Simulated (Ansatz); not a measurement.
**C2H5FGeTe: two geometries relaxed**

Aim: relax the geometries before and after the shift of H8 from C3 to C4, and see whether they are two minima and how far apart in energy. SMILES of the start: [F][GeH2][CH]=C[TeH].

All numbers below are computed with Ansatz 0.2.0 (RKS PBE/def2-SVP).

## 1. The structure to begin with

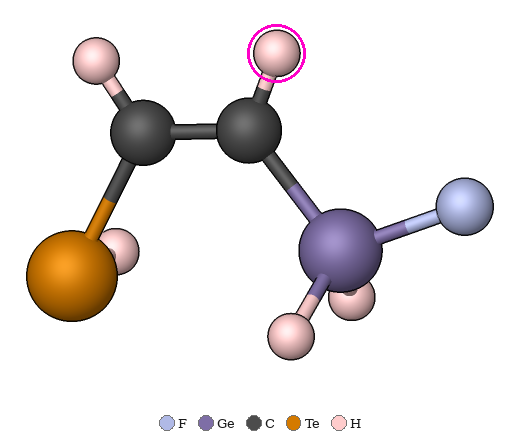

The starting structure, seen from a chosen angle (fluorine light blue, germanium purple, carbon dark grey, tellurium orange, hydrogen pink). Ringed: H8.

Coordinates:

```xyz
10

F    -2.2432   -1.6222   -1.1934
Ge   -1.2047   -0.2538   -0.8399
C    -0.0998   -0.7398    0.6284
C     0.9468    0.0764    1.1464
Te    1.2881    2.0191    0.4077
H    -2.0243    1.0234   -0.4648
H    -0.2965    0.0575   -2.0755
H    -0.1671   -1.7088    1.0705
H     1.4763   -0.2700    2.0251
H     2.4075    1.3670   -0.7014
```

## 2. Relaxing end A

input.yaml reads:

```yaml
crystal:
  periodic: [false, false, false]
  atoms:
    - { symbol: F, position_ang: [-2.2432, -1.6222, -1.1934] }
    - { symbol: Ge, position_ang: [-1.2047, -0.2538, -0.8399] }
    - { symbol: C, position_ang: [-0.0998, -0.7398, 0.6284] }
    - { symbol: C, position_ang: [0.9468, 0.0764, 1.1464] }
    - { symbol: Te, position_ang: [1.2881, 2.0191, 0.4077] }
    - { symbol: H, position_ang: [-2.0243, 1.0234, -0.4648] }
    - { symbol: H, position_ang: [-0.2965, 0.0575, -2.0755] }
    - { symbol: H, position_ang: [-0.1671, -1.7088, 1.0705] }
    - { symbol: H, position_ang: [1.4763, -0.27, 2.0251] }
    - { symbol: H, position_ang: [2.4075, 1.367, -0.7014] }
basis:
  gaussian: { orbitals: def2-SVP }
hamiltonian:
  xc: pbe
relax:
  f_tol: 0.02
  max_steps: 50
output:
  orbitals: {}
```

Run with:

```console
> ansatz run input.yaml --threads 2 --pin off --max-ram 3072MiB --backend cpu --events-out ev --progress --plain --runs-dir out
```

Log, shortened:

```text
Warning: RAYON_NUM_THREADS=2 ignored (pool sized by the plan → 2); use --threads N
[...]
Functional definition: PBE
[...]
1425 factors; their error is unknown
[...]
mean field -68657.90798535 eV, -2523.1315804601 hartree, gradient 6.6e-5 eV, S^2 0.000000; 0 other end points of the search recorded, 0 dependent functions left out
[...]
reference -68657.90802243 eV, -2523.1315818227 hartree; 41, 41 occupied and 84, 84 virtual orbitals, 1425 factors
relax step   1: F+E_penalty+E_count = -68657.90798535 eV  Δ(F+E_penalty+E_count) = +0.000e0 eV  max|allowed force component| = 3.421e0 eV/Å  Δτ_max = 0.0000 Å  (30 SCF iters, accepted)
[...]
relax step   4: F+E_penalty+E_count = -68658.22739800 eV  Δ(F+E_penalty+E_count) = -4.238e-2 eV  max|allowed force component| = 4.453e-1 eV/Å  Δτ_max = 0.1508 Å  (30 SCF iters, accepted)
[...]
relax step   7: F+E_penalty+E_count = -68658.25723681 eV  Δ(F+E_penalty+E_count) = -2.272e-3 eV  max|allowed force component| = 2.519e-1 eV/Å  Δτ_max = 0.1950 Å  (30 SCF iters, accepted)
[...]
relax step  10: F+E_penalty+E_count = -68658.26665939 eV  Δ(F+E_penalty+E_count) = -1.051e-3 eV  max|allowed force component| = 2.143e-1 eV/Å  Δτ_max = 0.1952 Å  (31 SCF iters, accepted)
[...]
relax step  12: F+E_penalty+E_count = -68658.26823236 eV  Δ(F+E_penalty+E_count) = +1.285e-4 eV  max|allowed force component| = 7.047e-2 eV/Å  Δτ_max = 0.0320 Å  (32 SCF iters, rejected (line search))
[...]
relax step  13: F+E_penalty+E_count = -68658.26937324 eV  Δ(F+E_penalty+E_count) = -1.012e-3 eV  max|allowed force component| = 1.638e-2 eV/Å  Δτ_max = 0.0160 Å  (32 SCF iters, accepted)
1425 factors; their error is unknown
mean field -68658.26937324 eV, -2523.1448612200 hartree, gradient 1.1e-5 eV, S^2 0.000000; 1 other end points of the search recorded, 0 dependent functions left out
[...]
reference -68658.26941077 eV, -2523.1448625992 hartree; 41, 41 occupied and 84, 84 virtual orbitals, 1425 factors
Total energy: -68658.26941077 eV, -2523.1448625992 hartree
Atom 0 at    -2.347171    -1.656576    -1.002966 Å, force     0.002418    -0.000977     0.004142 eV/Å
Atom 1 at    -1.284023    -0.249096    -0.870395 Å, force    -0.011572     0.002569    -0.016382 eV/Å
Atom 2 at    -0.085366    -0.706455     0.602236 Å, force    -0.003097    -0.008812     0.006635 eV/Å
Atom 3 at     0.960684     0.031173     1.017514 Å, force     0.011600    -0.013292     0.013563 eV/Å
Atom 4 at     1.321848     2.009600     0.278169 Å, force     0.002174     0.002996    -0.001818 eV/Å
Atom 5 at    -2.219891     0.953312    -0.578144 Å, force    -0.000582     0.004313     0.000018 eV/Å
Atom 6 at    -0.541816    -0.124703    -2.223655 Å, force     0.000785    -0.000572    -0.000862 eV/Å
Atom 7 at    -0.278399    -1.678126     1.097089 Å, force    -0.001938     0.002461    -0.002927 eV/Å
Atom 8 at     1.638491    -0.302859     1.822634 Å, force     0.004502     0.011057    -0.006057 eV/Å
Atom 9 at     2.918744     1.672530    -0.139383 Å, force    -0.004290     0.000257     0.003689 eV/Å
Dipole moment:     0.399822     0.243347     0.154547 e Å
```

Wall time 67 s (2 threads of Arm Neoverse N1, shared host); peak memory 0.18 GiB.

The steps of the relaxation:

```tsv
step	energy from step 1 (eV)	largest force component (eV/Å)
1	0.0000	3.4209
2	-0.1647	1.7131
3	-0.2770	1.2854
4	-0.3194	0.4453
5	-0.3408	0.2150
6	-0.3470	0.0934
7	-0.3493	0.2519
8	-0.3539	0.1127
9	-0.3576	0.0701
10	-0.3587	0.2143
11	-0.3604	0.0533
12x	-0.3602	0.0705
13	-0.3614	0.0164
```

Step 1 is the start. 1 step was tried and not accepted (marked x).

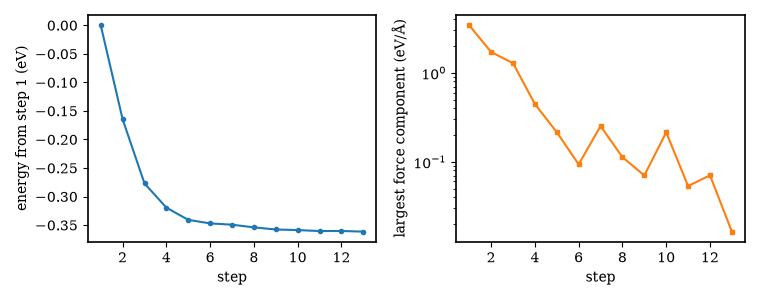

Energy and largest force along the relaxation.

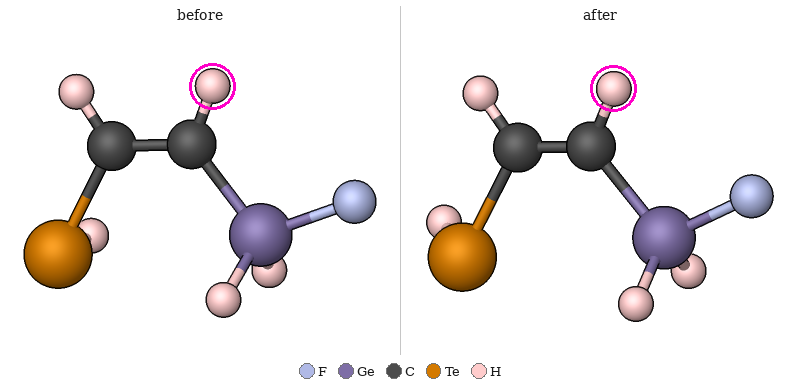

Before and after, at one scale.

After: Bond lengths: F1–Ge2 1.769 Å, Ge2–C3 1.953 Å, C3–C4 1.346 Å, C4–Te5 2.143 Å, Ge2–H6 1.551 Å, Ge2–H7 1.548 Å, C3–H8 1.107 Å, C4–H9 1.104 Å, Te5–H10 1.685 Å. Angles: F1–Ge2–C3 103.8°, F1–Ge2–H6 105.6°, F1–Ge2–H7 106.6°, C3–Ge2–H6 114.2°, C3–Ge2–H7 112.6°, H6–Ge2–H7 113.0°, Ge2–C3–C4 125.5°, Ge2–C3–H8 115.8°, C4–C3–H8 118.6°, C3–C4–Te5 122.1°, C3–C4–H9 122.4°, Te5–C4–H9 115.3°, C4–Te5–H10 93.5°.

## 3. Relaxing end B

The second end starts from a geometry with the move made by hand.

Changes to input.yaml since step 2:

```diff
@@ -10,3 +10,3 @@
     - { symbol: H, position_ang: [-0.2965, 0.0575, -2.0755] }
-    - { symbol: H, position_ang: [-0.1671, -1.7088, 1.0705] }
+    - { symbol: H, position_ang: [1.32661, -0.58842, 0.3706] }
     - { symbol: H, position_ang: [1.4763, -0.27, 2.0251] }
@@ -20,3 +20 @@
   max_steps: 50
-output:
-  orbitals: {}
```

Run with:

```console
> ansatz run input.yaml --threads 2 --pin off --max-ram 3072MiB --backend cpu --events-out ev --progress --plain --runs-dir out
```

Log, shortened:

```text
Warning: RAYON_NUM_THREADS=2 ignored (pool sized by the plan → 2); use --threads N
[...]
[... 1 set-up line as earlier in the session ...]
[...]
1425 factors; their error is unknown
[...]
mean field -68654.58214495 eV, -2523.0093580798 hartree, gradient 4.0e-5 eV, S^2 0.000000; 0 other end points of the search recorded, 0 dependent functions left out
[...]
reference -68654.58218137 eV, -2523.0093594182 hartree; 41, 41 occupied and 84, 84 virtual orbitals, 1425 factors
relax step   1: F+E_penalty+E_count = -68654.58214495 eV  Δ(F+E_penalty+E_count) = +0.000e0 eV  max|allowed force component| = 2.812e0 eV/Å  Δτ_max = 0.0000 Å  (33 SCF iters, accepted)
[...]
relax step   4: F+E_penalty+E_count = -68655.20196464 eV  Δ(F+E_penalty+E_count) = -1.336e-2 eV  max|allowed force component| = 2.732e-1 eV/Å  Δτ_max = 0.0460 Å  (31 SCF iters, accepted)
[...]
relax step   7: F+E_penalty+E_count = -68655.74203278 eV  Δ(F+E_penalty+E_count) = -3.935e-1 eV  max|allowed force component| = 2.368e0 eV/Å  Δτ_max = 0.1979 Å  (37 SCF iters, accepted)
[...]
relax step  10: F+E_penalty+E_count = -68657.69950912 eV  Δ(F+E_penalty+E_count) = -4.639e-1 eV  max|allowed force component| = 1.284e0 eV/Å  Δτ_max = 0.1924 Å  (29 SCF iters, accepted)
[...]
relax step  13: F+E_penalty+E_count = -68658.22319015 eV  Δ(F+E_penalty+E_count) = -9.064e-2 eV  max|allowed force component| = 4.672e-1 eV/Å  Δτ_max = 0.1741 Å  (29 SCF iters, accepted)
[...]
relax step  14: F+E_penalty+E_count = -68658.24456735 eV  Δ(F+E_penalty+E_count) = -2.138e-2 eV  max|allowed force component| = 4.484e-1 eV/Å  Δτ_max = 0.1565 Å  (29 SCF iters, accepted)
[...]
relax step  15: F+E_penalty+E_count = -68658.25594527 eV  Δ(F+E_penalty+E_count) = -1.138e-2 eV  max|allowed force component| = 1.082e-1 eV/Å  Δτ_max = 0.0366 Å  (32 SCF iters, accepted)
```

## 4. The log goes on: end point B relaxed

The log, continued:

```text
these checks for a lower state are left out or cut short: starts, cluster_reference, orbital_swaps, neighbouring_geometries, increment
1425 factors; their error is unknown
mean field evaluation 128: about -68658.3301 eV, gradient 2.1e-2 eV
mean field -68658.26008201 eV, -2523.1445197737 hartree, gradient 1.0e-5 eV, S^2 0.000000; 0 other end points of the search recorded, 0 dependent functions left out
the calculation of the forces begins
reference -68658.26011951 eV, -2523.1445211517 hartree; 41, 41 occupied and 84, 84 virtual orbitals, 1425 factors
relax step  16: F+E_penalty+E_count = -68658.26008201 eV  Δ(F+E_penalty+E_count) = -4.137e-3 eV  max|allowed force component| = 6.405e-2 eV/Å  Δτ_max = 0.0641 Å  (32 SCF iters, accepted)
these checks for a lower state are left out or cut short: starts, cluster_reference, orbital_swaps, neighbouring_geometries, increment
1425 factors; their error is unknown
mean field -68658.25983163 eV, -2523.1445105725 hartree, gradient 1.9e-5 eV, S^2 0.000000; 0 other end points of the search recorded, 0 dependent functions left out
the calculation of the forces begins
reference -68658.25986905 eV, -2523.1445119476 hartree; 41, 41 occupied and 84, 84 virtual orbitals, 1425 factors
relax step  17: F+E_penalty+E_count = -68658.25983163 eV  Δ(F+E_penalty+E_count) = +2.504e-4 eV  max|allowed force component| = 4.277e-1 eV/Å  Δτ_max = 0.1950 Å  (30 SCF iters, rejected (line search))
these checks for a lower state are left out or cut short: starts, cluster_reference, orbital_swaps, neighbouring_geometries, increment
1425 factors; their error is unknown
mean field -68658.26457393 eV, -2523.1446848489 hartree, gradient 1.5e-5 eV, S^2 0.000000; 0 other end points of the search recorded, 0 dependent functions left out
the calculation of the forces begins
reference -68658.26461128 eV, -2523.1446862211 hartree; 41, 41 occupied and 84, 84 virtual orbitals, 1425 factors
relax step  18: F+E_penalty+E_count = -68658.26457393 eV  Δ(F+E_penalty+E_count) = -4.492e-3 eV  max|allowed force component| = 6.181e-2 eV/Å  Δτ_max = 0.0974 Å  (30 SCF iters, accepted)
these checks for a lower state are left out or cut short: starts, cluster_reference, orbital_swaps, neighbouring_geometries, increment
1425 factors; their error is unknown
mean field -68658.26612594 eV, -2523.1447418842 hartree, gradient 1.4e-5 eV, S^2 0.000000; 0 other end points of the search recorded, 0 dependent functions left out
the calculation of the forces begins
reference -68658.26616339 eV, -2523.1447432604 hartree; 41, 41 occupied and 84, 84 virtual orbitals, 1425 factors
relax step  19: F+E_penalty+E_count = -68658.26612594 eV  Δ(F+E_penalty+E_count) = -1.552e-3 eV  max|allowed force component| = 1.548e-1 eV/Å  Δτ_max = 0.0988 Å  (31 SCF iters, accepted)
these checks for a lower state are left out or cut short: starts, cluster_reference, orbital_swaps, neighbouring_geometries, increment
1425 factors; their error is unknown
mean field evaluation 160: about -68658.2681 eV, gradient 1.2e-5 eV
mean field -68658.26805171 eV, -2523.1448126549 hartree, gradient 1.2e-5 eV, S^2 0.000000; 0 other end points of the search recorded, 0 dependent functions left out
the calculation of the forces begins
reference -68658.26808942 eV, -2523.1448140406 hartree; 41, 41 occupied and 84, 84 virtual orbitals, 1425 factors
relax step  20: F+E_penalty+E_count = -68658.26805171 eV  Δ(F+E_penalty+E_count) = -1.926e-3 eV  max|allowed force component| = 1.168e-1 eV/Å  Δτ_max = 0.1343 Å  (30 SCF iters, accepted)
these checks for a lower state are left out or cut short: starts, cluster_reference, orbital_swaps, neighbouring_geometries, increment
1425 factors; their error is unknown
mean field -68658.23143886 eV, -2523.1434671573 hartree, gradient 2.2e-5 eV, S^2 0.000000; 0 other end points of the search recorded, 0 dependent functions left out
the calculation of the forces begins
reference -68658.23147637 eV, -2523.1434685357 hartree; 41, 41 occupied and 84, 84 virtual orbitals, 1425 factors
relax step  21: F+E_penalty+E_count = -68658.23143886 eV  Δ(F+E_penalty+E_count) = +3.661e-2 eV  max|allowed force component| = 6.022e-1 eV/Å  Δτ_max = 0.0624 Å  (30 SCF iters, rejected (line search))
these checks for a lower state are left out or cut short: starts, cluster_reference, orbital_swaps, neighbouring_geometries, increment
1425 factors; their error is unknown
mean field -68658.26921785 eV, -2523.1448555096 hartree, gradient 8.9e-6 eV, S^2 0.000000; 0 other end points of the search recorded, 0 dependent functions left out
the calculation of the forces begins
reference -68658.26925547 eV, -2523.1448568920 hartree; 41, 41 occupied and 84, 84 virtual orbitals, 1425 factors
relax step  22: F+E_penalty+E_count = -68658.26921785 eV  Δ(F+E_penalty+E_count) = -1.166e-3 eV  max|allowed force component| = 3.111e-2 eV/Å  Δτ_max = 0.0311 Å  (31 SCF iters, accepted)
these checks for a lower state are left out or cut short: starts, cluster_reference, orbital_swaps, neighbouring_geometries, increment
1425 factors; their error is unknown
mean field -68658.26860345 eV, -2523.1448329307 hartree, gradient 8.4e-6 eV, S^2 0.000000; 0 other end points of the search recorded, 0 dependent functions left out
the calculation of the forces begins
reference -68658.26864116 eV, -2523.1448343167 hartree; 41, 41 occupied and 84, 84 virtual orbitals, 1425 factors
relax step  23: F+E_penalty+E_count = -68658.26860345 eV  Δ(F+E_penalty+E_count) = +6.144e-4 eV  max|allowed force component| = 6.818e-2 eV/Å  Δτ_max = 0.0355 Å  (32 SCF iters, rejected (line search))
these checks for a lower state are left out or cut short: starts, cluster_reference, orbital_swaps, neighbouring_geometries, increment
1425 factors; their error is unknown
mean field -68658.26938628 eV, -2523.1448616992 hartree, gradient 8.3e-6 eV, S^2 0.000000; 0 other end points of the search recorded, 0 dependent functions left out
the calculation of the forces begins
reference -68658.26942391 eV, -2523.1448630821 hartree; 41, 41 occupied and 84, 84 virtual orbitals, 1425 factors
relax step  24: F+E_penalty+E_count = -68658.26938628 eV  Δ(F+E_penalty+E_count) = -1.684e-4 eV  max|allowed force component| = 1.812e-2 eV/Å  Δτ_max = 0.0159 Å  (33 SCF iters, accepted)
1425 factors; their error is unknown
mean field evaluation 192: about -68643.7741 eV, gradient 7.7e1 eV
mean field -68658.26938628 eV, -2523.1448616992 hartree, gradient 1.0e-5 eV, S^2 0.000000; 1 other end points of the search recorded, 0 dependent functions left out
the calculation of the forces begins
reference -68658.26942391 eV, -2523.1448630821 hartree; 41, 41 occupied and 84, 84 virtual orbitals, 1425 factors
Total energy: -68658.26942391 eV, -2523.1448630821 hartree
Atom 0 at    -2.068003    -1.708566    -1.082842 Å, force     0.003686     0.010507     0.002483 eV/Å
Atom 1 at    -1.150185    -0.207651    -0.894909 Å, force     0.000811    -0.018120     0.005580 eV/Å
Atom 2 at     0.170914    -0.642753     0.477193 Å, force    -0.006548    -0.001063    -0.004513 eV/Å
Atom 3 at     1.157986     0.168553     0.899777 Å, force    -0.003479    -0.014544     0.001125 eV/Å
Atom 4 at     1.266986     2.224695     0.308578 Å, force     0.000119     0.009571    -0.002468 eV/Å
Atom 5 at    -2.185453     0.864033    -0.464565 Å, force    -0.007079     0.007984    -0.002230 eV/Å
Atom 6 at    -0.499174     0.089017    -2.267314 Å, force    -0.000718     0.006493    -0.013896 eV/Å
Atom 7 at     0.104849    -1.665458     0.896069 Å, force     0.010038    -0.001983     0.010841 eV/Å
Atom 8 at     1.913892    -0.148945     1.638975 Å, force     0.001756    -0.000631     0.002158 eV/Å
Atom 9 at     2.864997     2.096255    -0.207762 Å, force     0.001414     0.001786     0.000918 eV/Å
Dipole moment:     0.379439     0.273826     0.151603 e Å
```

Wall time 2 min (2 threads of Arm Neoverse N1, shared host); peak memory 0.18 GiB.

Step by step:

```tsv
step	energy from step 1 (eV)	largest force component (eV/Å)
1	0.0000	2.8120
2	-0.5360	1.2941
3	-0.6065	0.4817
4	-0.6198	0.2732
5	-0.6508	0.4237
6	-0.7664	1.3461
7	-1.1599	2.3685
8	-1.8325	2.6319
9	-2.6535	2.1696
10	-3.1174	1.2842
11	-3.3583	0.9317
12	-3.5504	0.8781
13	-3.6410	0.4672
14	-3.6624	0.4484
15	-3.6738	0.1082
16	-3.6779	0.0640
17x	-3.6777	0.4277
18	-3.6824	0.0618
19	-3.6840	0.1548
20	-3.6859	0.1168
21x	-3.6493	0.6022
22	-3.6871	0.0311
23x	-3.6865	0.0682
24	-3.6872	0.0181
```

Step 1 is the start. 3 steps were tried and not accepted (marked x).

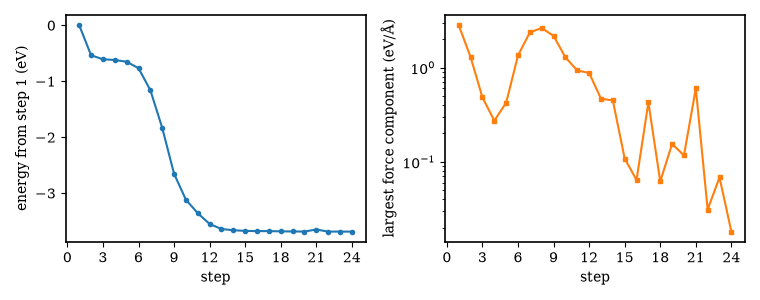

Energy and largest force along the relaxation.

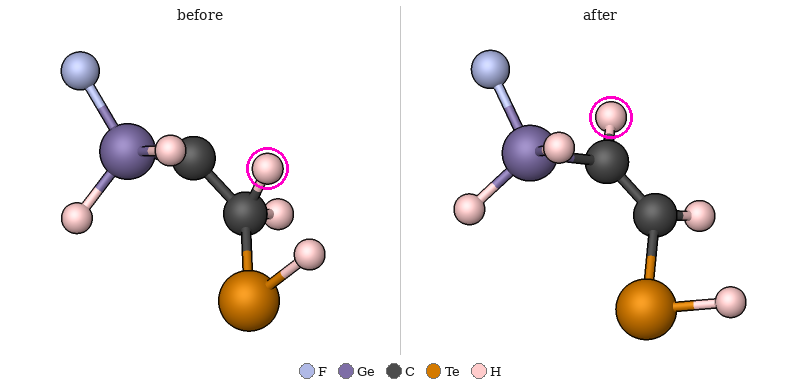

Before and after, at one scale.

After: Bond lengths: F1–Ge2 1.769 Å, Ge2–C3 1.954 Å, C3–C4 1.346 Å, C4–Te5 2.142 Å, Ge2–H6 1.551 Å, Ge2–H7 1.548 Å, C3–H8 1.107 Å, C4–H9 1.104 Å, Te5–H10 1.684 Å. Angles: F1–Ge2–C3 103.7°, F1–Ge2–H6 105.6°, F1–Ge2–H7 106.7°, C3–Ge2–H6 114.2°, C3–Ge2–H7 112.4°, H6–Ge2–H7 113.2°, Ge2–C3–C4 125.6°, Ge2–C3–H8 115.5°, C4–C3–H8 118.8°, C3–C4–Te5 122.0°, C3–C4–H9 122.6°, Te5–C4–H9 115.2°, C4–Te5–H10 93.4°.

Pairs that crossed the distance rule for bonds on the way: came closer C3–H8; moved apart C4–H8.

## 5. Results

| quantity | value |
| --- | --- |
| end A | 11 moves, 0.361 eV lower |
| end B | 20 moves, 3.687 eV lower |
| largest difference between the ends | 0.01 Å |
| end B relative to end A | -0.000 eV |

**Reading.** Both starts fell into the same minimum (no atom differs by more than 0.01 Å), so from this start no second minimum was found and no band was run; another arrangement could still be one.
